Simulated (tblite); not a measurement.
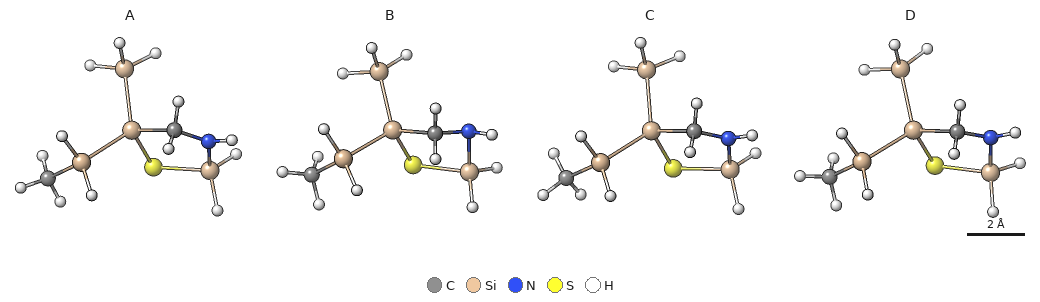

4 geometries from one relaxation of C₂H₁₃NSSi₄, in shuffled order. The picture is a ball-and-stick view, seen face on.

These are results of tblite, GFN2-xTB geometry optimisation, gas phase, not measurements. 

Q: Put them in the order of the run, from the start to the converged end.

A: B, D, A, C. They are steps 0, 25, 70, 126, at +19.3 kcal/mol, +1.72 kcal/mol, +0.38 kcal/mol relative to the last. The atom that moves furthest after the best rigid fit is an H atom (1.00 Å). By element the largest moves are H 1.00 Å, Si 0.36 Å, N 0.31 Å, C 0.26 Å, S 0.15 Å. Among the contacts that change: Si–Si 2.207 → 2.341 Å, Si–Si 2.234 → 2.339 Å, N–Si 1.796 → 1.714 Å, C–Si 1.867 → 1.933 Å. Bond angles that change, for instance: C–N–Si 107.5° → 123.0°, Si–N–H 105.5° → 117.3°, Si–Si–Si 112.2° → 123.5°. Groups turn about C–Si by about 40°, S–Si by about 20°. Over 126 geometry steps the energy falls by 19.3 kcal/mol.
